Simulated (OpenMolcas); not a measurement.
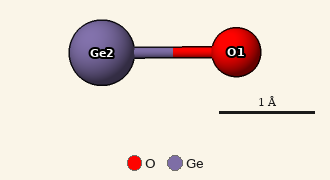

Fig. 1: The structure (ball-and-stick view, seen on its broad side; atoms are numbered from 1 in the order of the input). Sticks mark near contacts.

## GeO: single-point calculation

System: GeO, SMILES [O]=[Ge].
Method: RI-MP2/aug-cc-pVDZ, RHF (OpenMolcas 26.06).

A bond length was changed on purpose from its optimised value.

**What the program printed**
```
--- Start Module: gateway ---

                                              &GATEWAY

                       available to each process: 1.9 GB of memory, 1 thread

 Basis Set     1 Label: O.AUG-CC-PVDZ
 Basis set is read from library:.
 basistype.tbl is not found

 Basis Set     2 Label: GE.AUG-CC-PVDZ
 Basis set is read from library:.
 basistype.tbl is not found

++    Symmetry information:
      ---------------------

                    Character Table for C1

                             E
                    a        1  x, y, xy, Rz, z, xz, Ry, yz, Rx, I
--

++    Basis set information:
      ----------------------

      Basis set label: O.AUG-CC-PVDZ.........

      Electronic valence basis set:
      ------------------
      Associated Effective Charge   8.000000 au
      Associated Actual Charge      8.000000 au
      Nuclear Model: Point charge

      Shell  nPrim  nBasis  Cartesian Spherical Contaminant
         s      10       4        X
         p       5       3        X
         d       2       2                 X

      Basis set label: GE.AUG-CC-PVDZ.........

      Electronic valence basis set:
      ------------------
      Associated Effective Charge  32.000000 au
      Associated Actual Charge     32.000000 au
      Nuclear Model: Point charge

      Shell  nPrim  nBasis  Cartesian Spherical Contaminant
         s      15       6        X
         p      12       5        X
         d       7       3                 X
--

++    Molecular structure info:
      -------------------------

                    ************************************************
                    **** Cartesian Coordinates / bohr, angstrom ****
                    ************************************************

     Center  Label                x              y              z                     x              y              z
        1      O1               0.000000       0.000000       0.297991              0.000000       0.000000       0.157690
        2      GE2              0.000000       0.000000       2.979134              0.000000       0.000000       1.576490
--

            Nuclear Potential Energy             95.48165062 au

--- Stop Module: gateway /rc=_RC_ALL_IS_WELL_ ---
--- Module gateway spent 1 second ---

--- Start Module: seward ---

                                              &SEWARD

                       available to each process: 1.9 GB of memory, 1 thread

               SEWARD will generate:
                  Multipole Moment integrals up to order  2
                  Kinetic Energy integrals
                  Nuclear Attraction integrals (point charge)
                  One-Electron Hamiltonian integrals
                  Velocity integrals
                  Orbital angular momentum around (  0.0000   0.0000   2.5022 )
                  Velocity quadrupole around (  0.0000   0.0000   2.5022 )
                  RI decomposed two-electron repulsion integrals stored Cholesky style
                   - acCD auxiliary basis
                   - CD Threshold:   1.00E-04

                   Integrals are discarded if absolute value <: 1.00E-14
                   Integral cutoff threshold is set to       <: 1.00E-16

            Nuclear Potential Energy             95.48165062 au

      Basis set specifications :
      Symmetry species         a
      Basis functions           59

--- Stop Module: seward /rc=_RC_ALL_IS_WELL_ ---
--- Module seward spent 1 second ---

--- Start Module: scf ---

                                                &SCF

                       available to each process: 1.9 GB of memory, 1 thread

++    Input section:
      --------------

      Header of the integral files:

      Cartesian coordinates in angstrom:
      -----------------------------------------------------
      No.  Label        X            Y            Z
      -----------------------------------------------------
       1   O1         0.00000000   0.00000000   0.15769000
       2   GE2        0.00000000   0.00000000   1.57649000
      -----------------------------------------------------
      Nuclear repulsion energy =   95.48165062
--

++    Orbital specifications:
      -----------------------

      Symmetry species               1
                                     a
      Frozen orbitals                0
      Occupied orbitals             20
      Secondary orbitals            39
      Deleted orbitals               0
      Total number of orbitals      59
      Number of basis functions     59
--

      Molecular charge                           0.000

++    Optimization specifications:
      ----------------------------

      SCF Algorithm: LK-RI/DF
      LK screening threshold:                     4.50E-02
      Local-Exchange (LK) algorithm.
       - the density matrix is decomposed
      The actual AO density is used
      Number of density matrices in core                 5
      Maximum number of NDDO SCF iterations            400
      Maximum number of HF SCF iterations              400
      Threshold for SCF energy change             1.00E-09
      Threshold for density matrix                1.00E-04
      Threshold for Fock matrix                   1.50E-04
      Threshold for linear dependence             1.00E-09
      Threshold at which DIIS is turned on        1.50E-01
      Maximum depth in the DIIS procedure                5
      Maximum depth in the BFGS Hessian update          30
      Threshold at which QNR/C2DIIS is turned on  7.50E-02
      Threshold for Norm(delta) (QNR/C2DIIS)      1.00E-03
      All orbitals punched on: SCFORB
--

      Input vectors read from INPORB
      Orbital file label: *Guess orbitals

++ Convergence information
                                   SCF        iterations: Energy and convergence statistics

Iter     Tot. SCF        One-elec.       Two-elec.     Energy      Max Dij or  Max Fij      DNorm      TNorm      AccCon     Time
         Energy          Energy          Energy        Change      Delta Norm                                                in Sec.

 The total and one-electron energies are shifted by a value of      2000. a.u.

   1  -149.899851393 -1187.957161469   942.575659456   0.00E+00    1.68E-01*   1.86E-01*    9.42E+00   2.70E+02   None         0.
   2  -150.030316936 -1187.666475502   942.154507946  -1.30E-01*   2.11E-01*   1.02E-01*    9.38E+00   2.70E+02   EDIIS        0.
   3  -150.099465497 -1189.575299035   943.994182919  -6.91E-02*   4.18E-02*   5.60E-02*    9.41E+00   2.71E+02   EDIIS        0.
   4  -150.139761618 -1188.234832294   942.613420057  -4.03E-02*   9.36E-03*   1.18E-02*    9.34E+00   2.70E+02   c2DIIS       0.
   5  -150.144056100 -1188.584067477   942.958360757  -4.29E-03*   4.06E-03*   1.54E-03*    9.36E+00   2.70E+02   QNRc2DIIS    0.
   6  -150.144085921 -1188.546744480   942.921007939  -2.98E-05*   2.94E-03*   8.23E-04*    9.36E+00   2.70E+02   QNRc2DIIS    0.
   7  -150.144095878 -1188.551612095   942.925865597  -9.96E-06*   3.78E-04    1.79E-04*    9.36E+00   2.70E+02   QNRc2DIIS    0.
   8  -150.144096337 -1188.553282718   942.927535761  -4.59E-07*   2.62E-04    5.23E-05     9.36E+00   2.70E+02   QNRc2DIIS    0.
   9  -150.144096412 -1188.552364831   942.926617800  -7.46E-08*   2.49E-05    6.10E-06     9.36E+00   2.70E+02   QNRc2DIIS    0.
  10  -150.144096413 -1188.552975016   942.927227984  -8.26E-10    4.30E-06    2.02E-06     9.36E+00   2.70E+02   QNRc2DIIS    0.

       Convergence after  10 Iterations
--

 *****************************************************************************************************************************
 *                                             SCF/KS-DFT Program, Final results                                             *
 *                                                       Final Results                                                       *
 *****************************************************************************************************************************

::    Total SCF energy                              -2150.1440964128
      One-electron energy                           -3188.5529750161
      Two-electron energy                             942.9272279837
      Nuclear repulsion energy                         95.4816506197
      Kinetic energy (interpolated)                  2150.4424742974
      Virial theorem                                    0.9998612481
      Total spin, S(S+1)                                0.0000000000
      Total spin, S                                     0.0000000000
      Max non-diagonal density matrix element           0.0000037733
      Max non-diagonal Fock matrix element              0.0000003714

      No orbitals printed

++    Molecular charges:
      ------------------

      Mulliken charges per centre
      ---------------------------

                O1      GE2
      Total    9.2862 30.7138

      N-E     -1.2862  1.2862

      Total electronic charge=   40.000000

      Total            charge=   -0.000000
--

++    Molecular properties:
      ---------------------

      Charge (e):
                      =   -0.0000
      Dipole Moment (debye):
      Origin of the operator (angstrom)=    0.0000    0.0000    1.3241
                   X=  1.0524E-14               Y= -1.4970E-14               Z=  2.9136E+00           Total=  2.9136E+00
      Quadrupole Moment (debye*angstrom):
      Origin of the operator (angstrom)=    0.0000    0.0000    1.3241
                  XX= -1.9891E+01              XY=  1.5027E-14              XZ=  2.9509E-14              YY= -1.9891E+01
                  YZ= -2.8835E-14              ZZ= -2.7297E+01
      In traceless form (debye*angstrom)
                  XX=  3.7032E+00              XY=  2.2540E-14              XZ=  4.4263E-14              YY=  3.7032E+00
                  YZ= -4.3252E-14              ZZ= -7.4063E+00
--

--- Stop Module: scf /rc=_RC_ALL_IS_WELL_ ---
--- Module scf spent 1 second ---

--- Start Module: mbpt2 ---

                                               &MBPT2

                       available to each process: 1.9 GB of memory, 1 thread

WARNING!
Default frozen orbitals as non valence orbitals is overwritten by user input.
Default values:  15

      Cartesian coordinates in angstrom:
      -----------------------------------------------------
      No.  Label        X            Y            Z
      -----------------------------------------------------
       1   O1         0.00000000   0.00000000   0.15769000
       2   GE2        0.00000000   0.00000000   1.57649000
      -----------------------------------------------------
      Nuclear repulsion energy =   95.48165062

      Contents of RUNFILE file:
      -------------------------

      Symmetry species                           1
                                                 a
      Number of basis functions                 59
      Frozen occupied orbitals                  10
      Active occupied orbitals                  10
      Active external orbitals                  39
      Deleted external orbitals                  0

      Reference numbers of frozen occupied orbitals according to the original input sequence
      symmetry species 1                        1  2  3  4  5  6  7  8  9 10

      Energies of the active occupied orbitals

      symmetry species 1                    -1.697210     -1.665243     -1.665243     -1.663101     -1.663101
                                            -1.283604     -0.622762     -0.500942     -0.500942     -0.420183

      Energies of the active external orbitals

      symmetry species 1                     0.028503      0.028503      0.055178      0.069802      0.102484
                                             0.102484      0.181852      0.206828      0.206828      0.241466
                                             0.256790      0.256790      0.305137      0.305137      0.375640
                                             0.390041      0.556000      0.556000      0.610495      0.711791
                                             0.711791      0.803854      0.835600      0.835600      1.053772
                                             1.053772      1.174454      1.263522      1.263522      1.362323
                                             1.575249      1.575249      1.672856      3.116745      3.609186
                                             3.609186      3.663031      3.663031      3.677266

      ********************************************************************************************************
      *                                               Results                                                *
      ********************************************************************************************************

       SCF energy                           =    -2150.1440964128 a.u.
       Second-order correlation energy      =       -0.2960996413 a.u.
       ( Opposite-Spin contribution         =       -0.2145583086 )

       Total energy                         =    -2150.4401960540 a.u.

       Reference weight ( Cref**2 )         =        0.90142

::    Total MBPT2 energy                            -2150.4401960540

       Zeroth-order energy (E0)             =    -1207.2168684291 a.u.

       Shanks-type energy S1(E)             =    -2150.4402890650 a.u.

--- Stop Module: mbpt2 /rc=_RC_ALL_IS_WELL_ ---

.##################.
.# Happy landing! #.
.##################.

    Timing: Wall=3.54 User=3.02 System=0.51
```

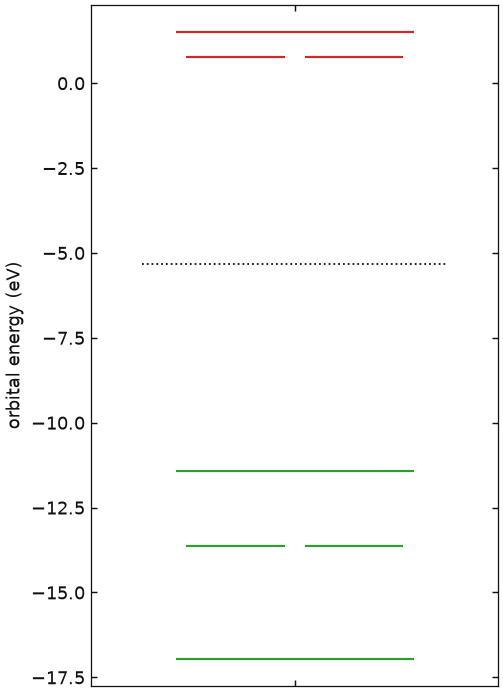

Fig. 2: Orbital energies near the frontier (SCF reference); the dotted line parts filled from empty levels, and levels within 0.02 eV of each other stand side by side. Highest filled −11.43 eV, lowest empty 0.78 eV, 12.21 eV apart.

The run was set up as follows.

**The input**
```
&GATEWAY
 BasLib=$CurrDir
 Coord=geom.xyz
 Basis=aug-cc-pVDZ
 Group=NoSym
 RICD

&SEWARD

&SCF
 PrOrbitals=0

&MBPT2
 Frozen=10
```

**File geom.xyz**
```
2

O      0.000000     0.000000     0.157690
Ge     0.000000     0.000000     1.576490
```

Launched with:
```bash
export MOLCAS_MEM=1860
pymolcas job.inp > job.log
```

**Key numbers**

```json
{"quantity": "outcome", "value": "converged"}
{"quantity": "total energy", "value": "−2150.440196 hartree"}
{"quantity": "SCF energy", "value": "−2150.144096 hartree"}
{"quantity": "MP2 energy", "value": "−2150.440196 hartree"}
{"quantity": "correlation energy", "value": "−0.296100 hartree"}
{"quantity": "basis functions", "value": "59"}
{"quantity": "HOMO of the SCF reference", "value": "−11.43 eV"}
{"quantity": "LUMO of the SCF reference", "value": "0.78 eV"}
{"quantity": "hardware", "value": "1 thread of Arm Neoverse N1, 24 GiB of memory available, shared host"}
{"quantity": "wall time", "value": "3.9 s"}
{"quantity": "peak memory", "value": "0.15 GiB"}
```
